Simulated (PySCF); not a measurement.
Pb(I)2, I2Pb, SMILES [I][Pb][I], singlet at its CAM-B3LYP/def2-SVP optimised geometry (Å):

```
3

Pb    -1.1115    -1.3818     0.0000
I      1.7173    -1.3818     0.0000
I     -1.7173     1.3818     0.0000
```

Calculation: PySCF with CAM-B3LYP/def2-TZVP, def2 effective core potentials past Kr. The core electrons that the potentials of I, Pb replace are not part of the density.

Map of the electrostatic potential (hartree/e), clipped to [-0.08, 0.12] on the plane z = 0.6 Å:

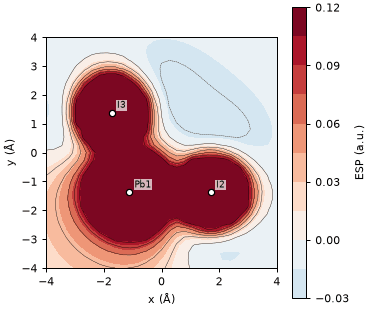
Figure. Electrostatic potential (hartree/e), clipped to [-0.08, 0.12] on the plane z = 0.6 Å.
